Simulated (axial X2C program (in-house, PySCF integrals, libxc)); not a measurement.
# ClSnCl⁻: bond lengths and stretches, held linear

How do method and spin–orbit coupling move the bonds and stretches of ClSnCl⁻, held linear?

Computed with an in-house X2C program for linear molecules on PySCF integrals. Level: all-electron X2C, two-component (2c) or spin-free, Cl dyall-av3z, Sn dyall-v3z.

All values are calculated.

2 further runs of the same task are left out: 2 set aside as unsound or not needed.

**1. Input**

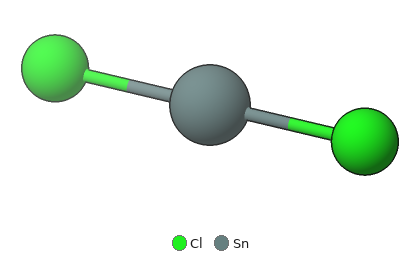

The atoms on one line, bonds 2.390 and 2.390 Å (chlorine green, tin teal).

task.json reads:

```json
{"zs": [17, 50, 17], "q": -1, "bas": ["dyall-av3z", "dyall-v3z", "dyall-av3z"], "r0": [2.39, 2.39], "symm": 1, "scan": ["PBE0", "HF", "PBE"], "levels": ["PBE0", "HF", "TPSSh"], "nst": 2}
```

Keys: zs atomic numbers; q charge; bas basis sets; r0 starting distance in Å; symm equal bonds; scan levels of the two-bond scan (MP2 follows by itself at each HF point); levels methods; nst determinants followed.

Command:

```console
$ python solin.py task.json out
```

Masses Cl 34.969, Sn 119.902, Cl 34.969 u.

**2. Scan at PBE0, 2c**

State: Ω = 1/2 (beyond evenly filled blocks: ω = 1/2). Energies above the lowest point, from the job's result record:

```tsv
r(Cl–Sn) (Å)	r(Sn–Cl) (Å)	E (meV)
2.6227	2.6227	23.85
2.6227	2.6900	8.46
2.6227	2.7572	11.28
2.6900	2.6227	8.46
2.6900	2.6900	0.00
2.6900	2.7572	9.33
2.6900	2.8245	32.23
2.7572	2.6227	11.28
2.7572	2.6900	9.33
2.7572	2.7572	24.78
2.8245	2.6900	32.23
2.8245	2.8245	87.60
```

A quadratic surface with cubic terms in each bond gives the minimum at 2.687 and 2.687 Å, force constants 0.627, 0.627 and coupling 0.22 mdyn/Å.

**3. Scan at HF, 2c**

State: Ω = 1/2 (beyond evenly filled blocks: ω = 1/2). Energies above the lowest point, from the job's result record:

```tsv
r(Cl–Sn) (Å)	r(Sn–Cl) (Å)	E (meV)
2.6227	2.6227	114.42
2.6227	2.6900	67.89
2.6227	2.7572	40.62
2.6900	2.6227	67.89
2.6900	2.6900	30.15
2.6900	2.7572	11.16
2.6900	2.8245	6.59
2.7572	2.6227	40.62
2.7572	2.6900	11.16
2.7572	2.7572	0.00
2.8245	2.6900	6.59
2.8245	2.8245	12.63
```

A quadratic surface with cubic terms in each bond gives the minimum at 2.768 and 2.768 Å, force constants 0.483, 0.483 and coupling 0.28 mdyn/Å.

**4. Scan at PBE, 2c**

State: Ω = 1/2 (beyond evenly filled blocks: ω = 1/2). Energies above the lowest point, from the job's result record:

```tsv
r(Cl–Sn) (Å)	r(Sn–Cl) (Å)	E (meV)
2.6227	2.6227	35.08
2.6227	2.6900	14.44
2.6227	2.7572	12.64
2.6900	2.6227	14.44
2.6900	2.6900	0.00
2.6900	2.7572	4.03
2.6900	2.8245	22.26
2.7572	2.6227	12.64
2.7572	2.6900	4.03
2.7572	2.7572	13.54
2.8245	2.6900	22.26
2.8245	2.8245	65.12
```

A quadratic surface with cubic terms in each bond gives the minimum at 2.703 and 2.703 Å, force constants 0.617, 0.617 and coupling 0.19 mdyn/Å.

**5. The levels side by side**

| level | r(Cl–Sn) (Å) | r(Sn–Cl) (Å) | lower stretch (cm⁻¹) | upper stretch (cm⁻¹) |
| --- | --- | --- | --- | --- |
| PBE0, 2c | 2.687 | 2.687 | 177.6 | 202.5 |
| HF, 2c | 2.768 | 2.768 | 125.7 | 192.0 |
| PBE, 2c | 2.703 | 2.703 | 180.3 | 198.3 |
| MP2, 2c | 2.675 | 2.675 | 185.6 | 208.1 |
| PBE0, spin-free | 2.682 | 2.682 | 178.8 | 203.5 |
| HF, spin-free | 2.763 | 2.763 | 127.3 | 193.3 |
| PBE, spin-free | 2.699 | 2.699 | 181.5 | 199.4 |
| MP2, spin-free | 2.670 | 2.670 | 186.8 | 209.2 |

Scans not shown above were run alike.

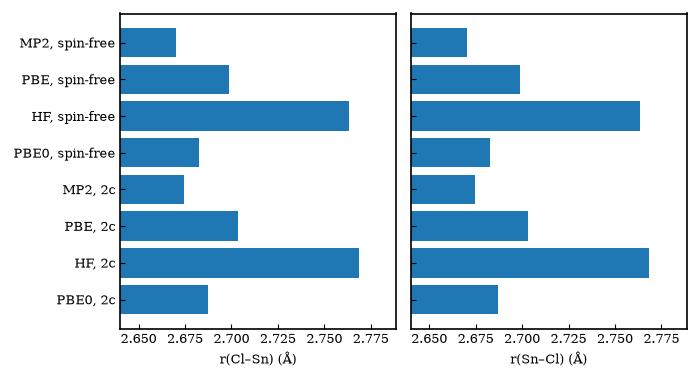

The two bond lengths by level.

**Reading.** Over the levels the Cl–Sn bond spans 2.670 to 2.768 Å and the Sn–Cl bond 2.670 to 2.768 Å. At PBE0 going from spin-free to two-component moves the bonds by +0.005 and +0.005 Å. Each state is one determinant, the lowest of a limited PBE0 search; the stretches come from a fit to few points and are good to some per cent at best. The lower stretch spreads by more than a fifth over the levels, so it depends strongly on the method. The stretches are sorted by size, and where the two bonds are alike the symmetric and antisymmetric modes can swap order between levels. MP2 freezes inner shells (threshold -2 hartree). For an anion the highest level of a functional can be positive, and the basis then holds the extra electron. The molecule was held linear; bending was not examined, so a bent shape may lie lower. Note: functional without a current term on a determinant with orbital currents, of the molecule or an atom.
